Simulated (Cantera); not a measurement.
Feed: 1 mol SiC, 0.2 mol O2, a varied amount of H2, equilibrated at 2175 K and 0.100 bar.

Equilibrium computed with Cantera from the NASA thermochemical tables; the gas is ideal and each condensed phase is pure. Candidate condensed phases: C, C6H6, C7H8, C8H18, H2O, Si, SiC, SiO2; 123 gas species. Gases not in the tables: Si2H6 and higher silanes. Equilibrium is a limit: real reactors are often held back by kinetics, nucleation or transport.

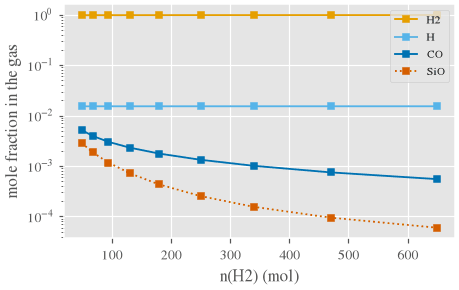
Figure: Equilibrium gas composition (values under 1e-9 drawn at 1e-9)

Question: Read off the mole fractions at 470 mol H2.

Answer: H2 about 0.98, H about 0.015, CO about 0.00075, SiO about 9.5e-5.
